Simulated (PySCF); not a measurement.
C₇H₁₀Si (SMILES C=C(C)C1=CC=C[SiH2]1)

```json
{"atom": "C", "x (Å)": "-1.9288", "y (Å)": "0.2087", "z (Å)": "1.0290"}
{"atom": "C", "x (Å)": "-1.3368", "y (Å)": "-0.0504", "z (Å)": "-0.1388"}
{"atom": "C", "x (Å)": "-2.1502", "y (Å)": "-0.4169", "z (Å)": "-1.3485"}
{"atom": "C", "x (Å)": "0.1030", "y (Å)": "0.0129", "z (Å)": "-0.2716"}
{"atom": "C", "x (Å)": "0.7895", "y (Å)": "-0.2339", "z (Å)": "-1.4104"}
{"atom": "C", "x (Å)": "2.2311", "y (Å)": "-0.1165", "z (Å)": "-1.3411"}
{"atom": "C", "x (Å)": "2.7496", "y (Å)": "0.2293", "z (Å)": "-0.1542"}
{"atom": "Si", "x (Å)": "1.3550", "y (Å)": "0.4483", "z (Å)": "1.0904"}
{"atom": "H", "x (Å)": "-1.3573", "y (Å)": "0.4719", "z (Å)": "1.9028"}
{"atom": "H", "x (Å)": "-2.9984", "y (Å)": "0.1666", "z (Å)": "1.1484"}
{"atom": "H", "x (Å)": "-3.2104", "y (Å)": "-0.4264", "z (Å)": "-1.1090"}
{"atom": "H", "x (Å)": "-1.8665", "y (Å)": "-1.4041", "z (Å)": "-1.7112"}
{"atom": "H", "x (Å)": "-1.9810", "y (Å)": "0.3006", "z (Å)": "-2.1502"}
{"atom": "H", "x (Å)": "0.3311", "y (Å)": "-0.5082", "z (Å)": "-2.3501"}
{"atom": "H", "x (Å)": "2.8224", "y (Å)": "-0.3065", "z (Å)": "-2.2273"}
{"atom": "H", "x (Å)": "3.8091", "y (Å)": "0.3434", "z (Å)": "0.0010"}
{"atom": "H", "x (Å)": "1.3999", "y (Å)": "-0.5321", "z (Å)": "2.1769"}
{"atom": "H", "x (Å)": "1.2300", "y (Å)": "1.8195", "z (Å)": "1.5876"}
```

Geometry: GFN2-xTB.

Method: CAM-B3LYP/def2-SVPD, SCF density, gas phase (PySCF 2.14.0).

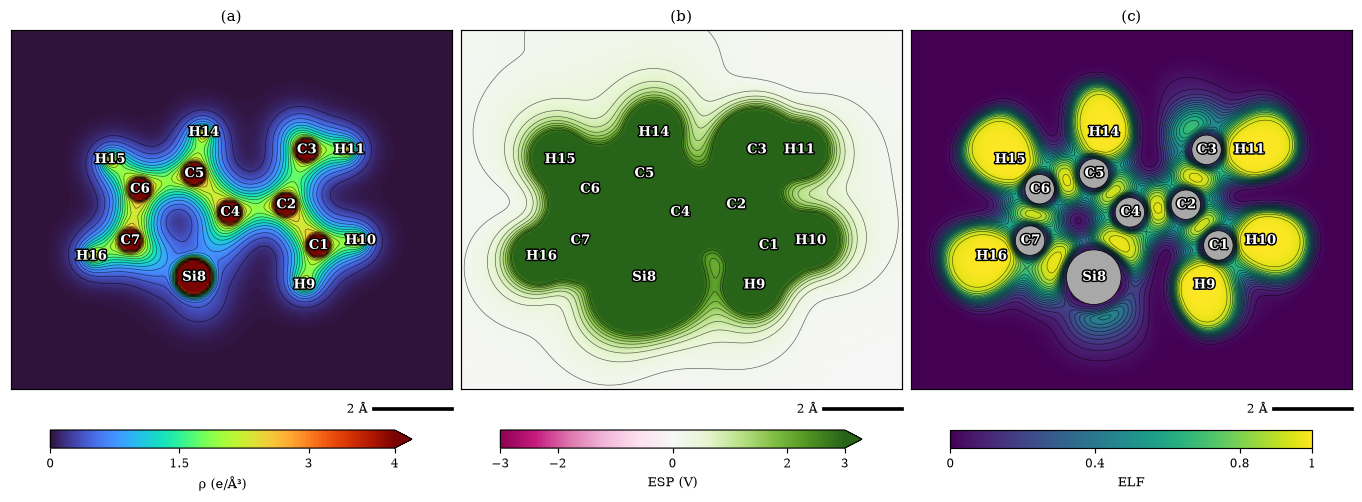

Figure 1. (a) total electron density; (b) molecular electrostatic potential; (c) ELF on the plane of atoms C5, C6 and H15. Grey discs cover the atomic cores in the ELF map.

What does the map show?

- The section cuts through C, Si and H sites.
- C–C (1.33 Å): the density is about 2.3 e/Å³ at the midpoint; the ELF peaks at about 0.95 between the atoms: a multiple bond.
- C–Si (1.88 Å): the density is about 0.95 e/Å³ at the midpoint; the ELF peaks at about 0.95 between the atoms: a shared electron pair.
- C–H (1.08 Å): ρ is about 2 e/Å³ halfway; the ELF climbs to about 1 towards the hydrogen, as it does in any bond to H: a covalent bond by its length.
- C–C (1.45 Å): ρ at the midpoint is about 1.9 e/Å³; the ELF peaks at about 0.95 between the atoms, as expected for a covalent bond.
- C–C (1.50 Å): ρ is about 1.7 e/Å³ halfway; the ELF peaks at about 0.95 between the atoms (a covalent bond).
- The potential has no marked negative region in this plane.

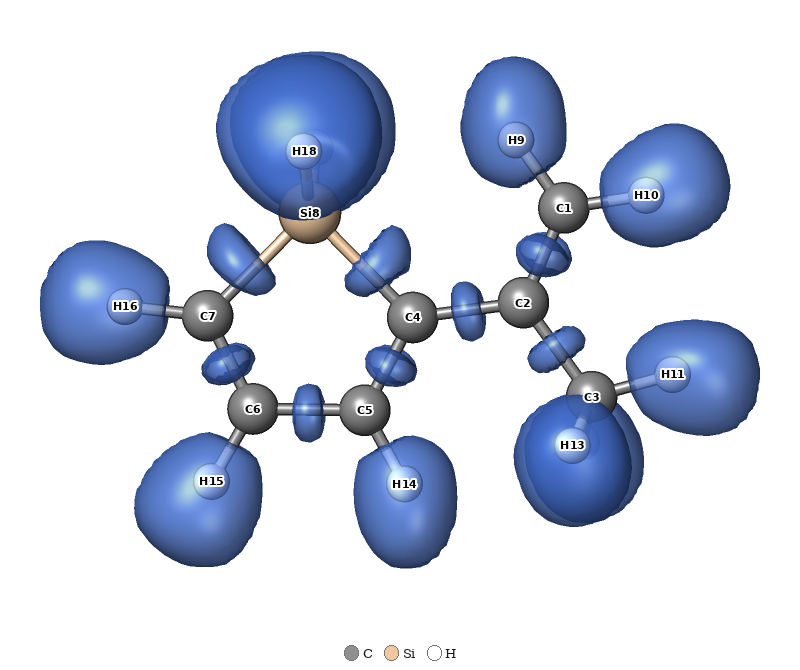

Figure 2. Isosurface of the electron localisation function at 0.85 (blue), seen across its widest extent. Only the valence region is drawn (cores and ρ < 0.01 e/Å³ removed).

Identify the bonds, lone pairs and shells in this picture.

At this value the surface marks out six regions between bonded C–C atoms (shared pairs), two regions between bonded C–Si atoms (shared pairs) and ten regions around hydrogen nuclei.

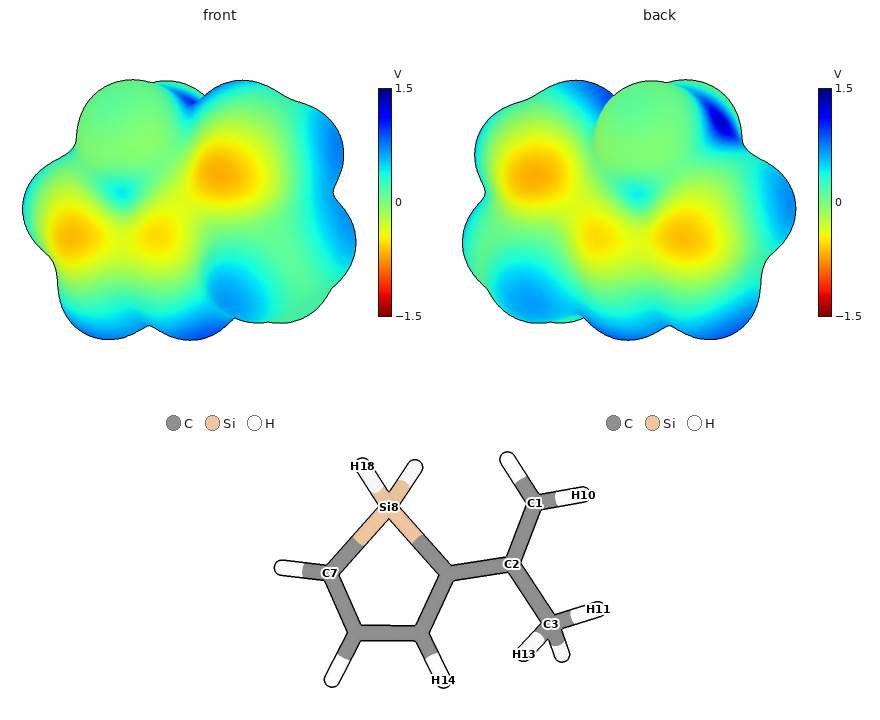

Figure 3. The molecular electrostatic potential painted on the density surface at 0.002 e/bohr³, seen from the front and from behind; red is negative and blue positive. The bare structure is drawn below in the same view.

Where is the surface potential most negative and most positive?

The most negative region (about −0.7 V) lies over the π face of C1, C2, C6 and C7, the most positive (about +1.2 V) over Si8.

What dipole moment does the calculation give?

Its dipole moment is 0.58 D.
